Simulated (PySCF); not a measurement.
**BeH$_{2}$Cl$_{2}$ (charge +2): interaction-energy calculation**

BeH$_{2}$Cl$_{2}$, charge +2, computed with wB97M-D3(BJ)/def2-TZVPD interaction energy, counterpoise and uncorrected, gas phase (PySCF 2.14.0).

The geometry comes from this level: PBE0-D3(BJ)/def2-SVPD.

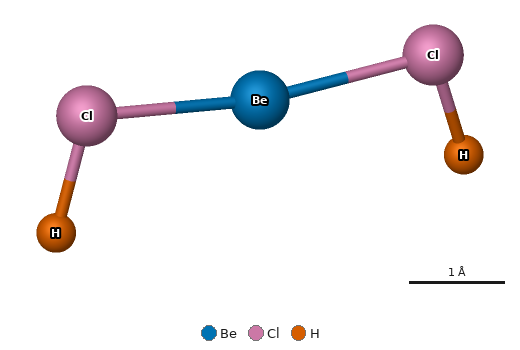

*The input geometry (ball-and-stick view, seen at an oblique angle). Sticks mark near contacts.*

Bond lengths as drawn: Be–Cl 1.98 Å and Cl–H 1.33 Å.

## Results in brief

```json
{"quantity": "outcome", "value": "converged"}
{"quantity": "total energy", "value": "−935.716926 hartree"}
{"quantity": "interaction energy, counterpoise-corrected", "value": "−198.86 kcal/mol"}
{"quantity": "HOMO", "value": "−24.49 eV"}
{"quantity": "LUMO", "value": "−11.40 eV"}
{"quantity": "hardware", "value": "1 CPU thread, shared host"}
{"quantity": "wall time", "value": "20 s"}
{"quantity": "peak memory", "value": "0.47 GiB"}
```

## The input
```
{"job": {"kind": "inter", "xc": "wB97M-D3(BJ)", "basis": "def2-TZVPD", "pairs": true}, "charge": 2, "multiplicity": 1, "parts": [{"atoms": "0-0", "charge": 2, "multiplicity": 1}, {"atoms": "1-2", "charge": 0, "multiplicity": 1}, {"atoms": "3-4", "charge": 0, "multiplicity": 1}]}
Be    -0.794971    -0.752817     0.431736
Cl    -2.173464     0.312729    -0.509535
H     -3.226507    -0.493788    -0.443079
Cl     0.786443    -1.547787     1.322238
H      0.346341    -2.767399     1.609664
```

The first line tells a small driver script what to run in PySCF; the rest is the geometry in Å.

Launched with:
```bash
OMP_NUM_THREADS=1 python <driver script> task.json out
```

## What the program printed
```
part 1, own basis, geometry of the cluster
coarse grid: 5088 points
cycle   1  E = -13.6666723722  dE =  1.010e+00  |g| = 7.243e-02  |ddm| = 1.211e+00
cycle   2  E = -13.6670297954  dE = -3.574e-04  |g| = 5.496e-03  |ddm| = 3.137e-02
cycle   3  E = -13.6670310628  dE = -1.267e-06  |g| = 1.821e-04  |ddm| = 1.148e-03
final grid: 11032 points
cycle   4  E = -13.6670311280  dE = -2.751e-09  |g| = 1.044e-05  |ddm| = 1.059e-04
cycle   5  E = -13.6670311280  dE = -9.758e-12  |g| = 6.484e-07  |ddm| = 5.218e-06
converged SCF energy = -13.6670311280

part 2, own basis, geometry of the cluster
coarse grid: 8792 points
cycle   1  E = -460.8476498448  dE = -1.056e-01  |g| = 2.233e-01  |ddm| = 7.088e-01
cycle   2  E = -460.8606166454  dE = -1.297e-02  |g| = 1.479e-01  |ddm| = 2.757e-01
cycle   3  E = -460.8657814629  dE = -5.165e-03  |g| = 1.426e-02  |ddm| = 1.052e-01
cycle   4  E = -460.8658246458  dE = -4.318e-05  |g| = 3.503e-03  |ddm| = 9.815e-03
cycle   5  E = -460.8658314448  dE = -6.799e-06  |g| = 9.106e-04  |ddm| = 4.115e-03
final grid: 17120 points
[... 5 cycles left out ...]
converged SCF energy = -460.8657990330

part 3, own basis, geometry of the cluster
coarse grid: 8792 points
[... 5 cycles left out ...]
final grid: 17120 points
[... 5 cycles left out ...]
converged SCF energy = -460.8657988532

part 1, own basis, relaxed alone: E = -13.6670311280 (as before)

part 2, own basis, relaxed alone
coarse grid: 8792 points
[... 5 cycles left out ...]
final grid: 17120 points
[... 5 cycles left out ...]
converged SCF energy = -460.8670682645

part 3, own basis, relaxed alone: E = -460.8670682645 (as before)

cluster
final grid: 45264 points
[... 9 cycles left out ...]
converged SCF energy = -935.7129125023

part 1 in the basis of the cluster
final grid: 45264 points
[... 6 cycles left out ...]
converged SCF energy = -13.6670700334

part 2 in the basis of the cluster
final grid: 45264 points
[... 4 cycles left out ...]
converged SCF energy = -460.8659299843

part 3 in the basis of the cluster
final grid: 45264 points
[... 4 cycles left out ...]
converged SCF energy = -460.8659313522

parts 1 and 2 in the basis of the cluster
final grid: 45264 points
[... 9 cycles left out ...]
converged SCF energy = -474.7118556269

parts 1 and 3 in the basis of the cluster
final grid: 45264 points
[... 5 cycles left out ...]
cycle   6  E = -474.7118291021  dE = -1.074e-06  |g| = 3.418e-04  |ddm| = 2.078e-03
cycle   7  E = -474.7118292010  dE = -9.890e-08  |g| = 8.404e-05  |ddm| = 7.290e-04
cycle   8  E = -474.7118292083  dE = -7.356e-09  |g| = 1.659e-05  |ddm| = 2.516e-04
cycle   9  E = -474.7118292086  dE = -3.176e-10  |g| = 3.361e-06  |ddm| = 4.739e-05
converged SCF energy = -474.7118292086

parts 2 and 3 in the basis of the cluster
final grid: 45264 points
cycle   1  E = -921.7310430367  dE = -2.846e-04  |g| = 5.471e-03  |ddm| = 2.069e-01
cycle   2  E = -921.7310512501  dE = -8.213e-06  |g| = 2.990e-03  |ddm| = 3.320e-02
cycle   3  E = -921.7310530914  dE = -1.841e-06  |g| = 4.254e-04  |ddm| = 4.371e-03
cycle   4  E = -921.7310531652  dE = -7.378e-08  |g| = 1.075e-04  |ddm| = 2.997e-03
cycle   5  E = -921.7310531690  dE = -3.837e-09  |g| = 2.279e-05  |ddm| = 3.109e-04
cycle   6  E = -921.7310531694  dE = -3.718e-10  |g| = 5.228e-06  |ddm| = 6.552e-05
converged SCF energy = -921.7310531694

Interaction energy (kcal/mol)
  counterpoise     -198.862
  uncorrected      -199.060
  dispersion part    -1.836
  deformation         1.593
  binding          -197.268

Decomposition of the uncorrected value (kcal/mol)
  electrostatic     -42.985
  Pauli              39.945
  orbital          -194.185
  dispersion         -1.836

Charge of each part in the cluster: 1.890 0.055 0.055

Pairs (kcal/mol): 1-2 -113.320, 1-3 -113.303, 2-3 0.171
  two-body sum -226.453, many-body rest 27.591
```

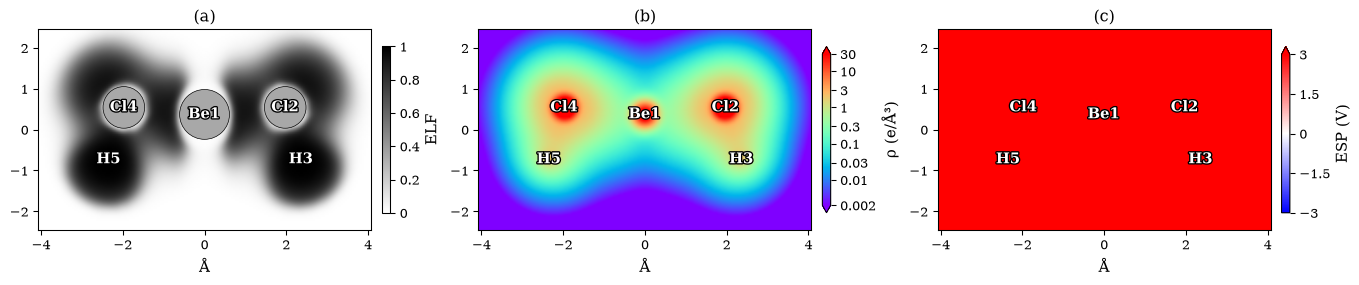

*(a) electron localisation function; (b) total electron density; (c) molecular electrostatic potential on the molecular plane. Grey discs, where drawn, cover atomic cores.*

The section cuts through Be, Cl and H sites. Be–Cl (1.98 Å): ρ at the midpoint is about 0.84 e/Å³; the ELF peaks at about 0.90 in the valence shell of Cl, 1.0 Å from its nucleus, and is about 0.90 at the midpoint. Cl–H (1.33 Å): ρ at the midpoint is about 1.9 e/Å³, with its minimum of 1.5 e/Å³ about 1.0 Å from Cl; the ELF climbs to about 1 towards the hydrogen, as it does in any bond to H; a covalent bond by its length. The potential has no marked negative region in this plane.

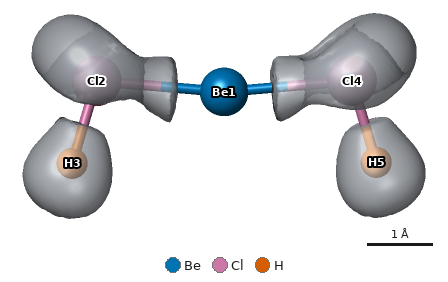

*Isosurface of the ELF at 0.85 (grey), seen face on. Only the valence region is drawn (cores and ρ < 0.01 e/Å³ removed).*

Along the contacts the grid gives the following. Be–Cl (1.98 Å): the ELF peaks at about 0.90 in the valence shell of Cl, 1.0 Å from its nucleus, and is about 0.90 at the midpoint. Cl–H (1.33 Å): the ELF climbs to about 1 towards the hydrogen (a covalent bond by its length).
